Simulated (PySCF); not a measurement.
# CH5AlF− (SMILES F[CH2][AlH3-]): a first try and a second

Aim: a single-point energy of CH5AlF− at QCISD(T)/cc-pVDZ (sfX2C).

The calculation is run with PySCF 2.14.0.

2 further runs of the same task are left out: 2 set aside as unsound or not needed.

**1. The system as given**

The species is CH5AlF− (8 atoms), meant as a singlet with charge -1. As SMILES, `F[CH2][AlH3-]`. Geometry: a GFN2-xTB relaxation, a rough one for these elements and not checked as a minimum.

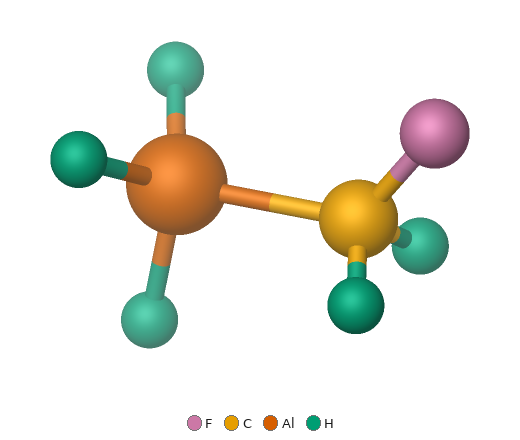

Viewed from a chosen angle; fluorine pink, carbon amber, aluminium orange, hydrogen teal.

**2. First attempt**

File mol.sdf:

```

     RDKit          3D

  8  7  0  0  0  0  0  0  0  0999 V2000
   -1.3390    1.3601   -1.0942 F   0  0  0  0  0  0  0  0  0  0  0  0
   -0.5807    0.1935   -0.8203 C   0  0  0  0  0  0  0  0  0  0  0  0
    0.5778   -0.1439    0.8659 Al  0  0  0  0  0  4  0  0  0  0  0  0
    0.0622    0.0843   -1.7163 H   0  0  0  0  0  0  0  0  0  0  0  0
   -1.3204   -0.6261   -0.9143 H   0  0  0  0  0  0  0  0  0  0  0  0
   -0.3152   -0.1707    2.1996 H   0  0  0  0  0  0  0  0  0  0  0  0
    1.1423   -1.6189    0.5015 H   0  0  0  0  0  0  0  0  0  0  0  0
    1.7730    0.9218    0.9781 H   0  0  0  0  0  0  0  0  0  0  0  0
  2  1  1  0
  3  2  1  0
  4  2  1  0
  5  2  1  0
  6  3  1  0
  7  3  1  0
  8  3  1  0
M  CHG  1   3  -1
M  END
$$$$
```

File run.py:

```python
from pyscf import gto, cc
from rdkit import Chem

rd = Chem.MolFromMolFile('mol.sdf', removeHs=False, sanitize=False)
xyz = rd.GetConformer().GetPositions()
geom = [(a.GetSymbol(), tuple(x)) for a, x in zip(rd.GetAtoms(), xyz)]
for s, x in geom:
    print('%-2s %12.6f %12.6f %12.6f' % (s, *x))

molecule = gto.Mole()
molecule.atom = geom
molecule.symmetry = True
molecule.max_memory = 1860
molecule.spin = 0
molecule.charge = -1
molecule.verbose = 3
molecule.basis = 'cc-pvdzq'
molecule.build()

mf = molecule.RHF()
mf = mf.sfx2c1e()
mf.kernel()

mycc = cc.QCISD(mf)
mycc.kernel()
e_t = mycc.qcisd_t()
e_final = mycc.e_tot + e_t
print(f'total energy: {e_final:.8f} hartree')
```

Launch:

```sh
OMP_NUM_THREADS=1 python run.py
```

Log:

```text
F     -1.339000     1.360100    -1.094200
C     -0.580700     0.193500    -0.820300
Al     0.577800    -0.143900     0.865900
H      0.062200     0.084300    -1.716300
H     -1.320400    -0.626100    -0.914300
H     -0.315200    -0.170700     2.199600
H      1.142300    -1.618900     0.501500
H      1.773000     0.921800     0.978100
pyscf.lib.exceptions.BasisNotFoundError: cc-pvdzq
```

Wall time 0.6 s (1 thread of Arm Neoverse V2, shared host); peak memory 0.14 GiB.

**3. Diagnosis**

The program refused the input.

The telling line is `pyscf.lib.exceptions.BasisNotFoundError: cc-pvdzq`. The fault: the input text is malformed or holds a word that the program doesn't know.

**4. The mended input**

mol.sdf is that of step 2.

File input.py:

```python
# F[CH2][AlH3-]
from pyscf import gto, cc
from rdkit import Chem

rd = Chem.MolFromMolFile('mol.sdf', removeHs=False, sanitize=False)
xyz = rd.GetConformer().GetPositions()
geom = [(a.GetSymbol(), tuple(x)) for a, x in zip(rd.GetAtoms(), xyz)]
for s, x in geom:
    print('%-2s %12.6f %12.6f %12.6f' % (s, *x))

system = gto.Mole()
system.atom = geom
system.symmetry = True
system.charge = -1
system.max_memory = 1860
system.verbose = 3
system.basis = 'cc-pvdz'
system.spin = 0
system.build()

mf = system.RHF()
mf = mf.sfx2c1e()
mf.kernel()

mycc = cc.QCISD(mf)
mycc.kernel()
e_t = mycc.qcisd_t()
e_tot = mycc.e_tot + e_t
print('Final energy', e_tot)
```

Launch:

```sh
OMP_NUM_THREADS=1 python input.py
```

Log:

```text
F     -1.339000     1.360100    -1.094200
C     -0.580700     0.193500    -0.820300
Al     0.577800    -0.143900     0.865900
H      0.062200     0.084300    -1.716300
H     -1.320400    -0.626100    -0.914300
H     -0.315200    -0.170700     2.199600
H      1.142300    -1.618900     0.501500
H      1.773000     0.921800     0.978100
converged SCF energy = -382.611099518748
E(QCISD) = -383.0851710288186  E_corr = -0.4740715100711165
QCISD(T) correction = -0.00893533044078331
Final energy -383.09410635925946
```

Wall time 33 s (1 thread of Arm Neoverse V2, shared host); peak memory 0.38 GiB.

**5. Outcome**

At QCISD(T)/cc-pVDZ (sfX2C):

```
                                             quantity          value
                                         total energy  -383.09411 Eh
                  HOMO energy (Hartree–Fock orbitals)       -5.30 eV
                  LUMO energy (Hartree–Fock orbitals)        8.37 eV
HOMO–LUMO gap (to an unbound level, set by the basis)       13.67 eV
                                   correlation energy     -483.0 mEh
                                       (T) correction      -8.94 mEh
                                        T1 diagnostic          0.008
```

**Reading.** Mulliken charges of the mean-field density run from -0.43 on F1 to +0.40 on Al3; they depend strongly on the basis. The triples make up 1.8 % of the correlation energy.
